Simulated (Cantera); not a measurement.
Input: 1 mol Si, 14 mol CO, 190 mol H2, held at 10.0 Torr.

Equilibrium computed with Cantera from the NASA thermochemical tables; the gas is ideal and each condensed phase is pure. Candidate condensed phases: C, C6H6, C7H8, C8H18, H2O, Si, SiC, SiO2; 123 gas species. Mutual solubility and eutectic melting of coexisting phases are not modelled. The tables hold silica as quartz up to 1696 K and as liquid above; real silica turns to tridymite and cristobalite and melts near 1996 K. Equilibrium is a limit: real reactors are often held back by kinetics, nucleation or transport.

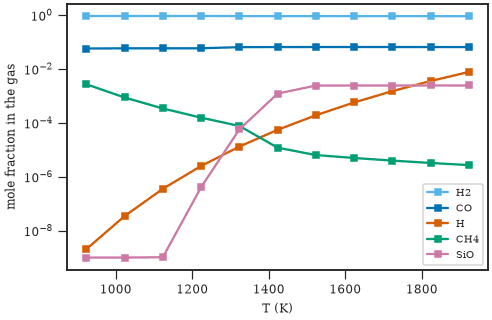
Figure: Equilibrium gas composition (values under 1e-9 drawn at 1e-9)

Read off the mole fractions at 1923 K.

H2 about 0.92, CO about 0.066, H about 0.0078, SiO about 0.0025, CH4 about 2.7e-6.
